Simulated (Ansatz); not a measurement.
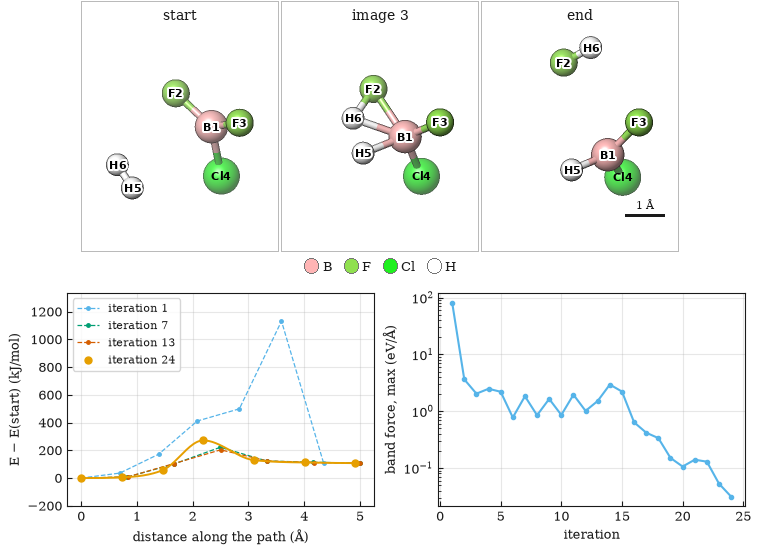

A search for the minimum-energy path of BH2ClF2, made up at the start of BClF$_{2}$ and H₂ by the nudged elastic band. Images are numbered from 0 (start) to 6 (end). The plot follows the band through its iterations. The picture is a ball-and-stick view, seen from a free direction.

These are results of Ansatz, RHF/def2-SVP, not measurements. Settings: 5 movable images; climbing image; force threshold 0.05 eV/Å; iteration limit 60; starting path through a guess of the saddle point.

Q: Judge this run.

A: The result is final at these settings. The band converged in 24 iterations. The largest component of the band force went from 82 to 0.031 eV/Å. The climbing image converged on the top of the path. Its vibrational analysis gives one imaginary mode (1787i cm⁻¹), as a transition state must have. The first iteration put the highest image at 1131.9 kJ/mol. The energy climbs by 271.7 kJ/mol to image 3 and then falls by 163.8 kJ/mol, so the end point sits at +107.9 kJ/mol.

Limits of the set-up: the start holds two separate molecules, 3.1 Å apart at their closest, whose relative position is a soft coordinate and is computed without a dispersion correction; Hartree-Fock leaves out electron correlation.

Cost: 79 s on 1 thread of Arm Neoverse V2 (shared host), peak memory 0.12 GiB.
